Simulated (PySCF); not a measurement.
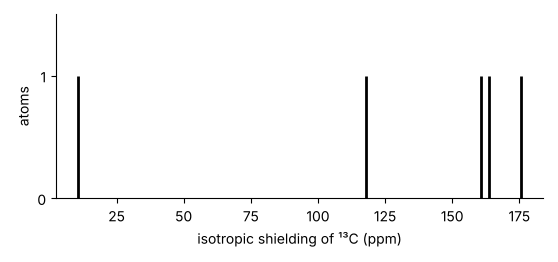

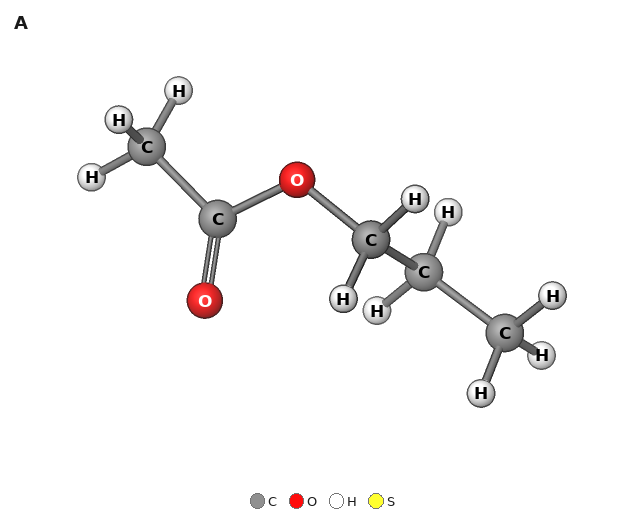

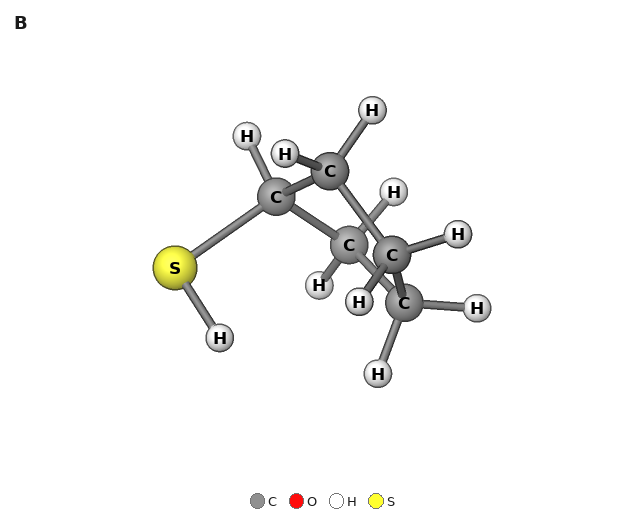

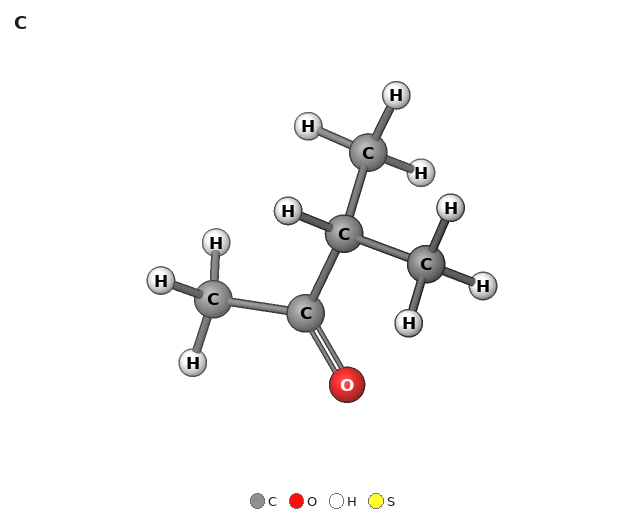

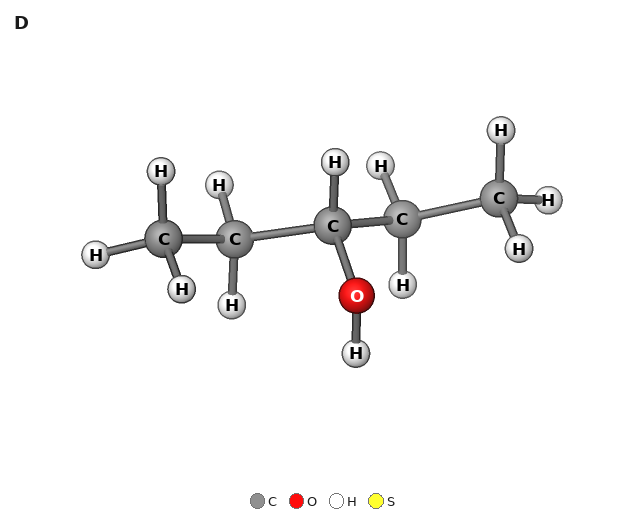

The sticks are computed shieldings of one of the molecules, for one fixed geometry (GFN2-xTB) without averaging over rotations. Low shielding means a high chemical shift. Method: GIAO PBE0/pcSseg-1 NMR shielding, non-relativistic, gas phase (PySCF 2.14.0).

### Match the spectrum to a structure.

A, `CCCOC(C)=O`. Its 5 C atoms give lines at 10.6, 117.8, 160.9, 163.5, 175.7 ppm.
